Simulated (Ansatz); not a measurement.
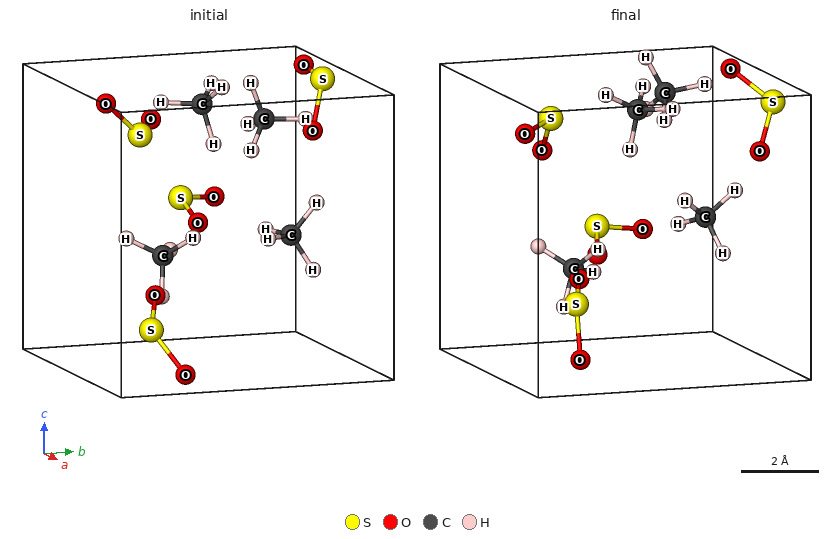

The structure of an amorphous cell of composition H4CSO2 before (left) and after (right) a relaxation, at one scale.

Style: ball-and-stick. Shown: the cell of the calculation, slightly off an axis.

The cell holds 4 SO2 + 4 CH4. The run prepares the start of a later molecular dynamics calculation, from a guessed geometry.

Level of theory: DFT PBE-D3(BJ), scalar-relativistic, plane waves, PAW in Ansatz 0.2.0. Settings: plane-wave cutoff 420 eV; k-point mesh 1 × 1 × 1; occupations fermi dirac; smearing width 0.02 eV; no spin polarisation; atoms relaxed in a fixed cell; force threshold 0.3 eV/Å; at most 15 steps.

**What changed between the two?**

The relaxation stopped without meeting its thresholds, so the last structure isn't shown to be converged. It used up its limit of 15 steps. After 14 geometry steps the energy has fallen by 61.7 meV per atom. Largest force component: 2 eV/Å at the start, 0.53 eV/Å at the end. The largest move is that of an O atom, 1.13 Å along [−2 −1 −3]. Largest moves by element: O 1.13 Å, H 1.10 Å, S 1.08 Å, C 0.82 Å. The cell doesn't change. Near-neighbour distances that change, for instance: O–S 1.477 → 1.454 Å, C–H 1.090 → 1.096 Å. Among the angles between lasting bonds that change: O–S–O 119.8° → 117.1°. Cost: 40 s on 1 thread of Intel(R) Xeon(R) Platinum 8488C (Sapphire Rapids), with other jobs on the host, peak memory 0.52 GiB.

Limits of the set-up: the periodic images lie only 7.6 Å apart, so the values are limited by the cell's size.
